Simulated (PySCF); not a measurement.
SMILES C[SiH2]/C=C/[Si](C)(O)O (C4H12O2Si2) at its GFN2-xTB optimised geometry (Å):

```
20

Si    -2.6059    -2.5724    -3.1114
C     -4.4524    -2.8485    -2.7476
C     -1.8037    -1.7846    -1.6006
C     -1.3402    -0.5380    -1.5317
Si    -0.5634     0.2356     0.0000
C      1.3326     0.2356     0.0000
O     -0.9396    -0.5756     1.3722
O     -1.1970     1.7476     0.0000
H     -2.4564    -1.6957    -4.2795
H     -1.9682    -3.8707    -3.3817
H     -4.5944    -3.4956    -1.8863
H     -4.9579    -1.9094    -2.5394
H     -4.9534    -3.3125    -3.5920
H     -1.7262    -2.3993    -0.7090
H     -1.4072     0.0802    -2.4175
H      1.7262    -0.7641    -0.1444
H      1.7239     0.6071     0.9425
H      1.7231     0.8629    -0.7951
H     -1.8498    -0.7667     1.5826
H     -0.8991     2.3993     0.6292
```

Computed with PBE0/def2-SVP (PySCF). Cells within 0.4 Å of a nucleus heavier than hydrogen are left out (blank, or x).

Map of the electrostatic potential (hartree/e), clipped to [-0.08, 0.12] on the plane z = 1.5 Å:

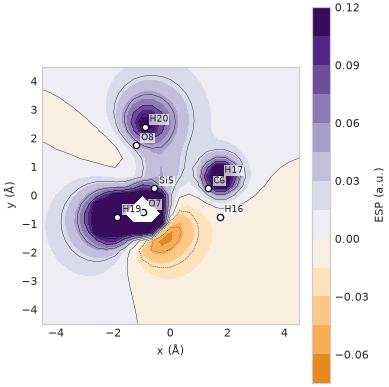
*Electrostatic potential (hartree/e), clipped to [-0.08, 0.12] on the plane z = 1.5 Å.*
